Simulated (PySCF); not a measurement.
Potential energy curve for Au₂, singlet.

Computed with: RKS-M06-2X = PySCF 2.14.0 with restricted M06-2X/def2-TZVP, def2 effective core potentials past Kr; RCCSD(T) = CCSD(T) on RHF/def2-TZVP, def2 effective core potentials past Kr run with PySCF; NEVPT2 = SC-NEVPT2 on CASSCF(2,2)/def2-TZVP, all electrons correlated, def2 effective core potentials past Kr run with PySCF.

Energies are in eV, each relative to the lowest point of its own curve near equilibrium.

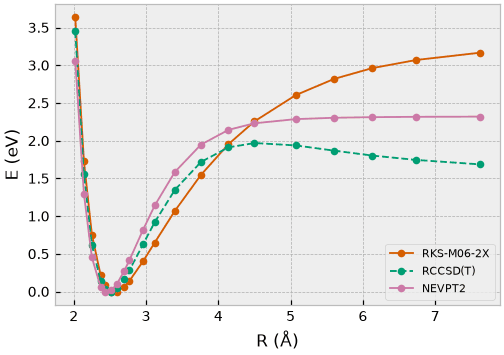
Energy against bond length for each method.

```csv
R / Å,RKS-M06-2X,RCCSD(T),NEVPT2
2.02,3.635,3.450,3.061
2.14,1.725,1.557,1.297
2.25,0.756,0.623,0.453
2.37,0.222,0.141,0.062
2.43,0.089,0.039,0.000
2.52,0.000,0.000,0.017
2.60,0.000,0.046,0.106
2.70,0.067,0.169,0.276
2.77,0.141,0.281,0.417
2.96,0.404,0.630,0.822
3.12,0.649,0.920,1.141
3.40,1.071,1.349,1.587
3.76,1.547,1.718,1.948
4.14,1.954,1.911,2.143
4.50,2.256,1.969,2.231
5.07,2.603,1.937,2.286
5.60,2.818,1.868,2.304
6.13,2.962,1.803,2.312
6.74,3.070,1.744,2.316
7.62,3.166,1.686,2.319
```

At the longest distance, 7.62 Å, RKS-M06-2X lies highest above its minimum (3.166 eV) and RCCSD(T) lowest (1.686 eV).

The RCCSD(T) curve passes through a maximum at 4.50 Å and then falls by 0.283 eV up to the last usable point.

The restricted form behind RKS-M06-2X keeps the bonding electrons paired and can't separate into open-shell fragments.
